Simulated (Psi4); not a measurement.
Intermolecular potential of H4Si ··· H2Se (SMILES [SiH4] and [SeH2]). Monomers: optimised at B3LYP-D3(BJ) (def2-TZVP), held rigid. Orientation: lowest of the rigid-body minima from ten starts at GFN2-xTB. R is the distance of the centres of mass, along which the second monomer moves.

Calculation: SAPT0/jun-cc-pVDZ, frozen core in Psi4 1.11.

Components in kJ/mol:

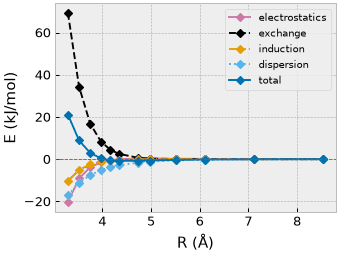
Fig. 1. Components of the interaction energy.

```json
[
 {"R / Å": "3.29", "electrostatics": "-20.44", "exchange": "69.28", "induction": "-10.52", "dispersion": "-17.18", "total": "21.15"},
 {"R / Å": "3.52", "electrostatics": "-9.10", "exchange": "34.29", "induction": "-5.05", "dispersion": "-11.29", "total": "8.84"},
 {"R / Å": "3.75", "electrostatics": "-3.82", "exchange": "16.72", "induction": "-2.42", "dispersion": "-7.55", "total": "2.93"},
 {"R / Å": "3.97", "electrostatics": "-1.49", "exchange": "8.30", "induction": "-1.20", "dispersion": "-5.22", "total": "0.39"},
 {"R / Å": "4.16", "electrostatics": "-0.52", "exchange": "4.50", "induction": "-0.67", "dispersion": "-3.84", "total": "-0.53"},
 {"R / Å": "4.33", "electrostatics": "-0.09", "exchange": "2.58", "induction": "-0.39", "dispersion": "-2.94", "total": "-0.84"},
 {"R / Å": "4.72", "electrostatics": "0.25", "exchange": "0.71", "induction": "-0.12", "dispersion": "-1.66", "total": "-0.82"},
 {"R / Å": "4.98", "electrostatics": "0.27", "exchange": "0.30", "induction": "-0.06", "dispersion": "-1.16", "total": "-0.65"},
 {"R / Å": "5.52", "electrostatics": "0.20", "exchange": "0.05", "induction": "-0.02", "dispersion": "-0.59", "total": "-0.35"},
 {"R / Å": "6.10", "electrostatics": "0.13", "exchange": "0.01", "induction": "-0.01", "dispersion": "-0.31", "total": "-0.18"},
 {"R / Å": "7.11", "electrostatics": "0.06", "exchange": "0.00", "induction": "0.00", "dispersion": "-0.12", "total": "-0.06"},
 {"R / Å": "8.53", "electrostatics": "0.02", "exchange": "0.00", "induction": "0.00", "dispersion": "-0.04", "total": "-0.02"}
]
```
